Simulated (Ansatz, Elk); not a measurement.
**La2Ti4Ga: X-ray structure factors from the self-consistent density**

The structure of La2Ti4Ga used here is made up (a known structure type with other elements) and was relaxed beforehand with PBE. The aim is the Fourier transform of its all-electron density, F(hkl), set beside the sum over free spherical atoms that refinements use.

Method: DFT, PBE, all-electron APW+lo, Dirac cores, scalar-relativistic bands, static density, no spin, in Elk 11.2.3 (patched build).

The structure was built from a prototype and need not be the compound's stable phase.

## Step 1: Set-up

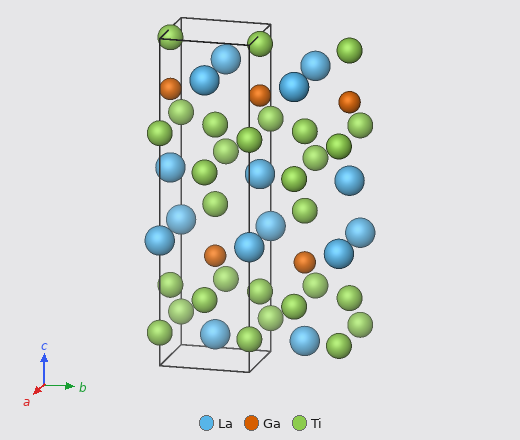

The starting structure, seen slightly off an axis (lanthanum blue, gallium orange, titanium green). 1×2×1 cells are drawn. This picture shows the conventional cell, with its axes. Some periodic images of atoms are drawn too.

## Step 2: Ground state and structure factors

An all-electron density is needed, since X-rays see the cores too. Task 0 finds the density and task 195 Fourier-transforms it; tshift is off so that phases refer to the origin typed.

elk.in reads:

```
tasks
  0
  195

xctype
  20

spinpol
  .false.

rgkmax
  7.0

gmaxvr
  14.0

lmaxo
  7

lmaxapw
  8

swidth
  0.002

tshift
  .false.

ramdisk
  .false.

hmaxvr
  5.5

maxscl
  120

epspot
  1e-06

sppath
  './'

avec
  7.62399479857 0.00000000000 0.00000000000
  0.00000000000 4.38068514543 16.02528972561
  0.00000000000 -4.38068514543 16.02528972561

atoms
  3
  'La.in'
  2
  0.0000000000 0.3827831436 0.3827831436   0.000000 0.000000 0.000000
  0.5000000000 0.5741320224 0.5741320224   0.000000 0.000000 0.000000
  'Ga.in'
  1
  0.5000000000 0.8142090262 0.8142090262   0.000000 0.000000 0.000000
  'Ti.in'
  4
  0.0000000000 0.7110261662 0.7110261662   0.000000 0.000000 0.000000
  0.5000000000 0.2151316230 0.2151316230   0.000000 0.000000 0.000000
  0.0000000000 0.1012396708 0.1012396708   0.000000 0.000000 0.000000
  0.5000000000 0.9721783477 0.9721783477   0.000000 0.000000 0.000000

ngridk
  6 5 5
```

Run with:

```
$ OMP_NUM_THREADS=4 elk
```

Numbers of over 12 decimals in the logs are rounded to 6 here.

What it wrote:

```text
┌─────────────────────────┐
│ Elk code version 11.2.3 │
└─────────────────────────┘

All units are atomic (Hartree, Bohr, etc.)

┌─────────────────────────────────────────────────┐
│ Ground-state run starting from atomic densities │
└─────────────────────────────────────────────────┘

Lattice vectors :
   7.623994799       0.000000000       0.000000000
   0.000000000       4.380685145       16.02528973
   0.000000000      -4.380685145       16.02528973

Reciprocal lattice vectors :
  0.8241329478       0.000000000      -0.000000000
  -0.000000000      0.7171464164      0.1960396790
   0.000000000     -0.7171464164      0.1960396790

Unit cell volume      :    1070.435533
Brillouin zone volume :   0.2317283066

Muffin-tin inner radius fraction :   0.1000000000E-01

Nuclei treated as point charges

Species : 1 (La)
 parameters loaded from : La.in
 name : lanthanum
 nuclear charge    :   -57.00000000
 electronic charge :    57.00000000
 atomic mass :    253209.2366
 muffin-tin radius :    2.800000000
 number of radial points in muffin-tin :   1393
 inner part over the whole radius :   0.9924947902E-02
 number on inner part of muffin-tin    :    996
 approximate nuclear radius :   0.9226798129E-04
 number of mesh points to nuclear radius :    505
 atomic positions (lattice), magnetic fields (Cartesian) :
  1 :   0.00000000  0.38278314  0.38278314    0.00000000  0.00000000  0.00000000
  2 :   0.50000000  0.57413202  0.57413202    0.00000000  0.00000000  0.00000000

Species : 2 (Ga)
 parameters loaded from : Ga.in
 name : gallium
 nuclear charge    :   -31.00000000
 electronic charge :    31.00000000
 atomic mass :    127097.2539
 muffin-tin radius :    2.400000000
 number of radial points in muffin-tin :    993
 inner part over the whole radius :   0.9952882137E-02
 number on inner part of muffin-tin    :    702
 approximate nuclear radius :   0.7562051033E-04
 number of mesh points to nuclear radius :    339
 atomic positions (lattice), magnetic fields (Cartesian) :
  1 :   0.50000000  0.81420903  0.81420903    0.00000000  0.00000000  0.00000000

Species : 3 (Ti)
 parameters loaded from : Ti.in
 name : titanium
 nuclear charge    :   -22.00000000
 electronic charge :    22.00000000
 atomic mass :    87256.20317
 muffin-tin radius :    2.400000000
 number of radial points in muffin-tin :    993
 inner part over the whole radius :   0.9985722337E-02
 number on inner part of muffin-tin    :    699
 approximate nuclear radius :   0.6805665174E-04
 number of mesh points to nuclear radius :    325
 atomic positions (lattice), magnetic fields (Cartesian) :
  1 :   0.00000000  0.71102617  0.71102617    0.00000000  0.00000000  0.00000000
  2 :   0.50000000  0.21513162  0.21513162    0.00000000  0.00000000  0.00000000
  3 :   0.00000000  0.10123967  0.10123967    0.00000000  0.00000000  0.00000000
  4 :   0.50000000  0.97217835  0.97217835    0.00000000  0.00000000  0.00000000

Total number of atoms per unit cell :    7
Total muffin-tin volume :    473.4338241
 ratio of muffin-tin to unit cell volume :   0.4422814915

Spin treatment :
 spin-unpolarised

Number of Bravais lattice symmetries :    8
Number of crystal symmetries         :    4
Crystal has no inversion symmetry
Complex Hermitian eigensolver will be used

k-point grid :      6     5     5
k-point offset :    0.000000000       0.000000000       0.000000000
k-point set is reduced with full crystal symmetry group
Total number of k-points :       60

Muffin-tin radius times maximum |G+k| :    7.000000000
 using average radius
Maximum |G+k| for APW functions       :    2.784090909
Maximum (1/2)|G+k|²                   :    3.875581095
Maximum |G| for potential and density :    14.00000000
Constant for pseudocharge density :   10
 order of it for each species :   17  17  17
 order of it for pair densities of each species (exact exchange by exxq0 0: 18) :   12   8   8
Radial integration step length :    1

G-vector grid sizes :     35    75    75
Number of G-vectors :    49509

[...]
electron entropic           :    -0.28698651876376E-02
 total energy                :     -22356.317825605

Density of states at Fermi energy :    216.9061572
 (states/Hartree/unit cell)

Estimated indirect band gap :   0.3806474240E-03
 from k-point 12 to k-point 45
Estimated direct band gap   :   0.5099870991E-02
 at k-point 29

Charges :
 core                        :    150.0000000
 valence                     :    83.00000000
 interstitial                :    13.01760940
 muffin-tins (core leakage)
  species : 1 (La)
[...]
species : 2 (Ga)
[...]
species : 3 (Ti)
[...]
total in muffin-tins        :    219.9823906
 total calculated charge     :    232.9986777
 total charge                :    233.0000000
 error                       :   0.1322257718E-02

RMS change in Kohn-Sham potential (target) :   0.2837939298     (  0.1000000000E-05)
Absolute change in total energy (target)   :   0.5700547365E-01 (  0.1000000000E-03)

[... loops 3 to 44 left out ...]

┌──────────────────┐
│ Loop number : 45 │
└──────────────────┘

Energies :
 Fermi                       :     0.281283
 sum of occupied eigenvalues :     -13594.063564299
 electron kinetic            :      23617.860992642
 core electron kinetic       :      23100.695639424
 Coulomb                     :     -45319.757309285
 Coulomb potential           :     -36361.591109217
 nuclear-nuclear             :     -2316.4138334736
 electron-nuclear            :     -49697.325751821
 Hartree                     :      6693.9822760095
 Madelung                    :     -27138.961754676
 xc potential                :     -850.33344772383
 exchange                    :     -641.13101956140
 correlation                 :     -11.621635879148
 electron entropic           :    -0.41398171749754E-02
 total energy                :     -22354.653111901

Density of states at Fermi energy :    325.0024132
 (states/Hartree/unit cell)

Estimated indirect band gap :   0.2458575385E-03
 from k-point 53 to k-point 32
Estimated direct band gap   :   0.1782075439E-02
 at k-point 46

Charges :
 core                        :    150.0000000
 valence                     :    83.00000000
 interstitial                :    12.51650580
 muffin-tins (core leakage)
  species : 1 (La)
[...]
species : 2 (Ga)
[...]
species : 3 (Ti)
[...]
total in muffin-tins        :    220.4834942
 total calculated charge     :    232.9986571
 total charge                :    233.0000000
 error                       :   0.1342941375E-02

RMS change in Kohn-Sham potential (target) :   0.8732684519E-06 (  0.1000000000E-05)
Absolute change in total energy (target)   :   0.2716442395E-05 (  0.1000000000E-03)

Convergence targets achieved

┌──────────────────┐
│ Loop number : 46 │
└──────────────────┘

Energies :
 Fermi                       :     0.281283
 sum of occupied eigenvalues :     -13594.063563867
 electron kinetic            :      23617.860986649
 core electron kinetic       :      23100.695636678
 Coulomb                     :     -45319.757303262
 Coulomb potential           :     -36361.591094044
 nuclear-nuclear             :     -2316.4138334736
 electron-nuclear            :     -49697.325754229
 Hartree                     :      6693.9822844411
 Madelung                    :     -27138.961756240
 xc potential                :     -850.33345647251
 exchange                    :     -641.13101809930
 correlation                 :     -11.621635885110
 electron entropic           :    -0.41398206221453E-02
 total energy                :     -22354.653110418

Density of states at Fermi energy :    325.0026861
 (states/Hartree/unit cell)

Estimated indirect band gap :   0.2458847630E-03
 from k-point 53 to k-point 32
Estimated direct band gap   :   0.1782110028E-02
 at k-point 30

Charges :
 core                        :    150.0000000
 valence                     :    83.00000000
 interstitial                :    12.51650751
 muffin-tins (core leakage)
  species : 1 (La)
[...]
species : 2 (Ga)
[...]
species : 3 (Ti)
[...]
atom 2                    :    20.23659581     ( -0.2204299765E-06)
   atom 3                    :    20.34520546     ( -0.2204261662E-06)
   atom 4                    :    20.29528599     ( -0.2204255853E-06)
 total in muffin-tins        :    220.4834925
 total calculated charge     :    232.9986571
 total charge                :    233.0000000
 error                       :   0.1342941565E-02

┌──────────────────────────────┐
│ Self-consistent loop stopped │
└──────────────────────────────┘

Warning : core states of species 1 leak from the muffin-tin :   0.2251725371E-03

Warning : core states of species 2 leak from the muffin-tin :   0.7604204760E-03

Wrote STATE.OUT
```

Run time: 6.3 min. Hardware: 4 threads of Arm Neoverse V1, shared host; peak memory 0.31 GiB.

SFACRHO.OUT:

```text

h k l indices transformed by vhmat matrix:
   1.000000000       0.000000000       0.000000000    
   0.000000000       1.000000000       0.000000000    
   0.000000000       0.000000000       1.000000000    

      h      k      l  multipl.   |H|            Re(F)            Im(F)           |F|

      0      0      0      1   0.0000000       233.00000     -0.46046624E-16   233.00000    
      0     -1     -1      1  0.39207936       5.7079535      0.52106350       5.7316874    
      0      1      1      1  0.39207936       5.7079535     -0.52106350       5.7316874    
      0      1      0      2  0.74345850      -39.019722      -6.5157461       39.560000    
      0     -1      0      2  0.74345850      -39.019722       6.5157461       39.560000    
      0      2      2      1  0.78415872      -44.473446       35.216742       56.728356    
      0     -2     -2      1  0.78415872      -44.473446      -35.216742       56.728356    
      1      0      0      2  0.82413295      -27.984313      0.13308494E-13   27.984313    
     -1      1      1      2  0.91264524      -17.151361      -44.765598       47.938794    
      1     -1     -1      2  0.91264524      -17.151361       44.765598       47.938794    
      0     -2     -1      2  0.92746050       6.0594409      -7.7533871       9.8403168    
      0      1      2      2  0.92746050       6.0594409       7.7533871       9.8403168    
     -1      0      1      4   1.1099215      -13.908848       57.154011       58.822079    
      1      0     -1      4   1.1099215      -13.908848      -57.154011       58.822079    
      1     -2     -2      2   1.1375852      -59.761278       60.975715       85.378265    
     -1      2      2      2   1.1375852      -59.761278      -60.975715       85.378265    
      0     -3     -3      1   1.1762381      -48.519319      -51.476935       70.738951    
      0      3      3      1   1.1762381      -48.519319       51.476935       70.738951
```

Elk indexes on the primitive cell of elk.in and gives |H| = 4π sin θ/λ in inverse bohr. Below, one row stands for each form hkl of the conventional cell (m members, Friedel mates merged), F is for one primitive cell and the density is static (no thermal factor). Free-atom factors are Waasmaier and Kirfel's, and R is Σm||F|−|F'||/Σm|F|.

```csv
hkl,m,sin θ/λ (Å⁻¹),"abs F, DFT",neutral atoms,diff.,abs of complex diff.
002,2,0.059,5.732,5.720,+0.012,0.259
011,4,0.112,39.560,39.564,-0.004,0.013
004,2,0.118,56.728,56.547,+0.181,0.207
100,2,0.124,27.984,27.770,+0.214,0.214
102,4,0.137,47.939,47.939,-0.001,0.131
013,4,0.140,9.840,9.827,+0.014,0.082
111,8,0.167,58.822,58.714,+0.109,0.133
104,4,0.171,85.378,85.389,-0.011,0.200
006,2,0.177,70.739,70.949,-0.210,0.277
015,4,0.183,105.193,105.239,-0.047,0.151
113,8,0.187,136.190,136.645,-0.454,0.482
020,2,0.216,174.151,175.077,-0.926,0.926
106,4,0.216,47.871,48.077,-0.206,0.377
115,8,0.221,67.227,67.944,-0.717,0.720
```

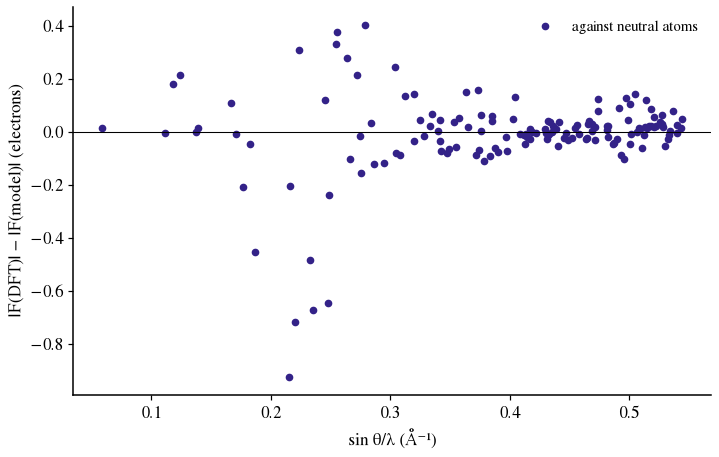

Difference between the calculated structure factors and the independent-atom ones.

## Step 3: The highest occupied states alone

An energy window below the Fermi level keeps the highest occupied states, to see at which angles they scatter; shallow core shells can lie inside it and anion s states outside. No new self-consistency is needed.

Changes to elk.in since step 2:

```diff
@@ -1,3 +1,2 @@
 tasks
-  0
   195
@@ -40,2 +39,5 @@
 
+wsfac
+  -0.159710 0.581280
+
 sppath
```

Run with:

```
$ OMP_NUM_THREADS=4 elk
```

What it wrote:

```text
┌─────────────────────────────────┐
│ Elk code version 11.2.3 started │
└─────────────────────────────────┘

Info(readinput): the functional depends on the density's gradient
 muffin-tin radial points multiplied by    2.00000
 (not where nrmtscf is given)

┌────────────────────┐
│ Current task : 195 │
└────────────────────┘

Info(sfacrho): density structure factors written to SFACRHO.OUT

 Energy window :  -0.1597100000      0.5812800000

┌──────────────────┐
│ Elk code stopped │
└──────────────────┘
```

It took 28 s on 4 threads; peak memory 0.21 GiB.

States within 12 eV below the Fermi level hold 25.00 electrons; any levels below the window count with the cores. Their amplitudes can exceed the total, where window and core parts have opposite phase:

```
hkl  sin θ/λ (Å⁻¹)  abs F, window  abs F, all
002          0.059          3.636       5.732
011          0.112          3.079      39.560
004          0.118          1.821      56.728
100          0.124          1.459      27.984
102          0.137          2.346      47.939
013          0.140          0.861       9.840
111          0.167          0.990      58.822
104          0.171          1.813      85.378
006          0.177          0.369      70.739
015          0.183          0.611     105.193
```

## Step 4: Another functional

The difference from free atoms is small, so it is set against the change that PBEsol makes.

Changes to elk.in since step 3:

```diff
@@ -1,2 +1,3 @@
 tasks
+  0
   195
@@ -4,3 +5,3 @@
 xctype
-  20
+  22
 
@@ -39,5 +40,2 @@
 
-wsfac
-  -0.159710 0.581280
-
 sppath
```

Run with:

```
$ OMP_NUM_THREADS=4 elk
```

What it wrote:

```text
┌─────────────────────────┐
│ Elk code version 11.2.3 │
└─────────────────────────┘

All units are atomic (Hartree, Bohr, etc.)

┌─────────────────────────────────────────────────┐
│ Ground-state run starting from atomic densities │
└─────────────────────────────────────────────────┘

Lattice vectors :
   7.623994799       0.000000000       0.000000000
   0.000000000       4.380685145       16.02528973
   0.000000000      -4.380685145       16.02528973

Reciprocal lattice vectors :
  0.8241329478       0.000000000      -0.000000000
[...]
species : 3 (Ti)
[...]
atom 3                    :    20.34581116     ( -0.2204169594E-06)
   atom 4                    :    20.29410562     ( -0.2204172507E-06)
 total in muffin-tins        :    220.4785788
 total calculated charge     :    232.9986359
 total charge                :    233.0000000
 error                       :   0.1364101363E-02

┌──────────────────────────────┐
│ Self-consistent loop stopped │
└──────────────────────────────┘

Warning : core states of species 1 leak from the muffin-tin :   0.2276545700E-03

Warning : core states of species 2 leak from the muffin-tin :   0.7712279876E-03

Wrote STATE.OUT
[key lines of the parts left out:]
total energy                :     -22342.867559252
```

The job ended after 4.9 min (4 threads; peak memory 0.31 GiB).

Against the first run R = 0.02 %; the largest change is -0.043 at 220.

## Step 5: Basis size

A smaller basis shows how fast F responds to it; the change is likely larger than the basis error of the first run, but doesn't show convergence.

Changes to elk.in since step 4:

```diff
@@ -5,3 +5,3 @@
 xctype
-  22
+  20
 
@@ -11,3 +11,3 @@
 rgkmax
-  7.0
+  5.5
```

Run with:

```
$ OMP_NUM_THREADS=4 elk
```

What it wrote:

```text
┌─────────────────────────┐
│ Elk code version 11.2.3 │
└─────────────────────────┘

All units are atomic (Hartree, Bohr, etc.)

┌─────────────────────────────────────────────────┐
│ Ground-state run starting from atomic densities │
└─────────────────────────────────────────────────┘

Lattice vectors :
   7.623994799       0.000000000       0.000000000
   0.000000000       4.380685145       16.02528973
   0.000000000      -4.380685145       16.02528973

Reciprocal lattice vectors :
  0.8241329478       0.000000000      -0.000000000
[...]
species : 3 (Ti)
[...]
atom 3                    :    20.26907222     ( -0.2204264700E-06)
   atom 4                    :    20.21854314     ( -0.2204267737E-06)
 total in muffin-tins        :    220.0936699
 total calculated charge     :    232.9989987
 total charge                :    233.0000000
 error                       :   0.1001296468E-02

┌──────────────────────────────┐
│ Self-consistent loop stopped │
└──────────────────────────────┘

Warning : core states of species 1 leak from the muffin-tin :   0.2247846341E-03

Warning : core states of species 2 leak from the muffin-tin :   0.7691087977E-03

Wrote STATE.OUT
[key lines of the parts left out:]
total energy                :     -22354.428524918
```

Wall time 3.7 min (4 threads); peak memory 0.3 GiB; 13 min of CPU time.

Against the first run R = 0.05 %; the largest change is +0.154 at 220.

## Step 6: Settings against the effect

| run | R against the first run (%) | R against neutral atoms, low angle (%) | wall time |
| --- | --- | --- | --- |
| PBE, rgkmax 7 | 0.00 | 0.43 | 6.3 min |
| PBEsol | 0.02 | 0.44 | 4.9 min |
| rgkmax 5.5 | 0.05 | 0.47 | 3.7 min |

## Step 7: Results

| Quantity | Value |
| --- | --- |
| R against neutral atoms, sin θ/λ < 0.3 Å⁻¹ | 0.43 % |
| R against neutral atoms, 0.3 to 0.54 Å⁻¹ | 0.09 % |

What this shows: Independent neutral atoms miss the calculated amplitudes by R = 0.43 % below 0.3 Å⁻¹ and 0.09 % from there to 0.54 Å⁻¹; by shells, 0.16 % below 0.15 Å⁻¹ (6 forms), 0.45 % 0.15 to 0.3 (25 forms), 0.10 % 0.3 to 0.45 (60 forms), 0.09 % above 0.45 (58 forms). Bonding, aspherical density and the tables' own atoms all enter these figures, and the runs don't part them. The largest change of an amplitude is -0.93 electrons, at 020. R counts amplitudes alone; phases shift too. The window's part falls from 25.0 electrons at the origin to at most 0.52 between 0.45 and 0.54 Å⁻¹. Below 0.3 Å⁻¹ the changes that finished (PBEsol and rgkmax 5.5) move F by R = 0.06 % at most, against the 0.43 % that separates it from free atoms. The k-mesh has no finished test. These runs have no spin, though d or f shells may be open. Part of the difference isn't bonding: the tables are fits to free atoms and ions calculated by other methods than this functional. Thermal motion, anomalous dispersion and extinction are left out.

[Logs are printed without paths, hosts, clocks, repeated set-up lines and the standing remarks that a program may print on its own settings, such as how far it seeks lower states.]

[Hosts, paths, dates, database ids (printed as entryN), source tags and the programs' standing remarks are cut or masked in the printed files.]
